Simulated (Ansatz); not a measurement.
C2H7BrGeSi

Input

```
crystal:
  periodic: [false, false, false]
  atoms:
    - {symbol: C, position_ang: [-1.487835, 1.633352, -0.234729]}
    - {symbol: C, position_ang: [-1.160129, 1.318021, 1.035272]}
    - {symbol: Br, position_ang: [-0.980542, -1.558854, 2.810371]}
    - {symbol: Ge, position_ang: [1.947203, 0.743846, 2.649946]}
    - {symbol: Si, position_ang: [0.035348, -0.058570, 1.455063]}
    - {symbol: H, position_ang: [-2.168636, 2.469011, -0.473021]}
    - {symbol: H, position_ang: [-1.090396, 1.068475, -1.096144]}
    - {symbol: H, position_ang: [-1.589383, 1.909651, 1.864720]}
    - {symbol: H, position_ang: [0.423638, -0.769118, 0.186729]}
    - {symbol: H, position_ang: [2.864549, -0.436611, 3.060283]}
    - {symbol: H, position_ang: [2.766096, 1.736346, 1.779407]}
    - {symbol: H, position_ang: [1.479778, 1.481707, 3.931891]}
basis:
  gaussian:
    orbitals: def2-SVPD
total_charge: 0
hamiltonian:
  xc: pbe0
output:
  forces: true
  orbitals: {seedname: orbitals}
```

Launched as:

```sh
ansatz run input.yaml --threads 2 --pin off --max-ram 5220MiB --events-out events.jsonl --progress --plain --runs-dir runs
```

Geometry: PBE-D3(BJ)/def2-SVP.

Level of theory: isolated molecule in a Gaussian basis; Kohn-Sham density functional theory, functional PBE0 (Ansatz 0.2.0).

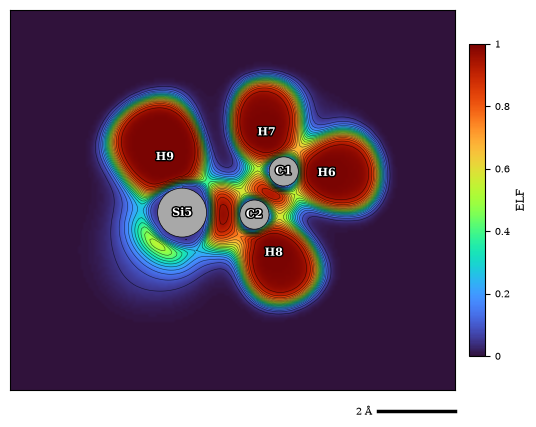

Figure 1. ELF on the plane of atoms H6, C1 and H7. Grey discs cover the atomic cores.

Question: What does the map show?

Answer: The plane passes through C, Si and H nuclei.
C–C (1.35 Å): the ELF peaks at about 0.95 between the atoms, as expected for a covalent bond.
C–Si (1.87 Å): the ELF peaks at about 0.95 between the atoms: a covalent bond.
C–H (1.10 Å): the ELF climbs to about 1 towards the hydrogen, as it does in any bond to H (a covalent bond by its length).
Si–H (1.50 Å): the ELF climbs to about 1 towards the hydrogen.

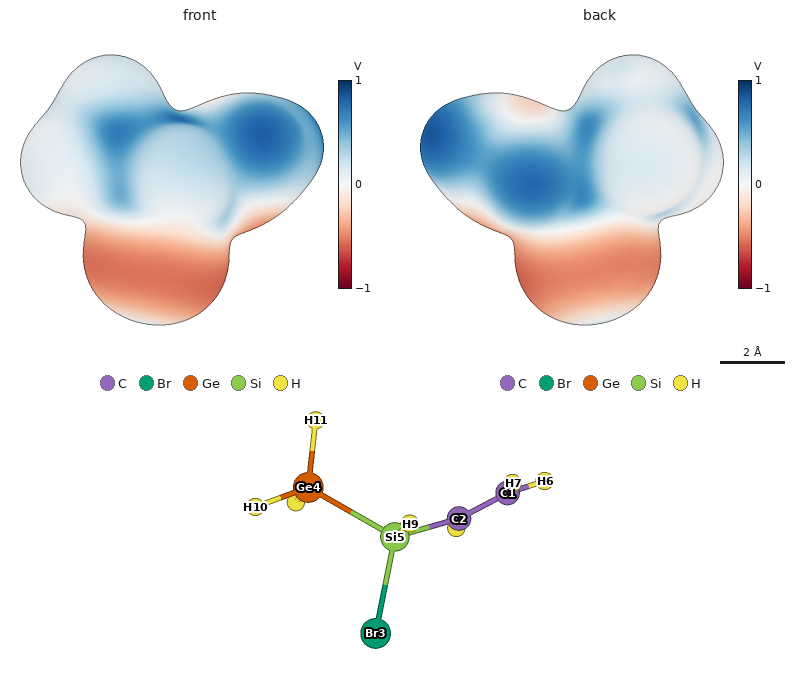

Figure 2. The electrostatic potential painted on the density surface at 0.001 e/bohr³, seen from the front and from behind; red is negative and blue positive. The bare structure is drawn below in the same view.

Question: Where is the surface potential most negative and most positive?

Answer: The most negative region (about −0.6 V, or −14 kcal/mol for a unit charge) lies over Br3, the most positive (about +0.8 V, or +18 kcal/mol for a unit charge) over H6, H7 and H8.

Question: What dipole moment does the calculation give?

Answer: Its dipole moment is 2.11 D.

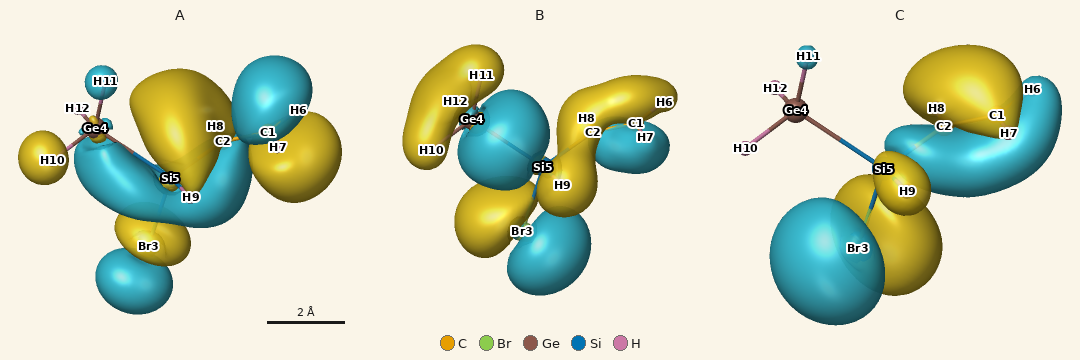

Figure 3. Three frontier orbitals at ±0.06 Å⁻³ᐟ² (yellow and cyan are the two phases), in no order.

Question: Order the three orbitals by energy and name them.

Answer: C is the HOMO−1 (−8.18 eV). By Hirshfeld shares it lies mainly on Br3 (about 55 %), C2 (about 20 %) and C1 (about 15 %). B is the HOMO (−7.72 eV). It lies mainly on Br3 (about 35 %), Ge4 (about 25 %), Si5 (about 15 %), C1 (about 5 %) and C2 (about 5 %). A is the LUMO (−1.26 eV). It lies mainly on C1 (about 30 %), C2 (about 20 %), Si5 (about 20 %), Br3 (about 10 %) and Ge4 (about 5 %).

Question: What is the HOMO–LUMO gap?

Answer: 6.46 eV between the orbital energies.
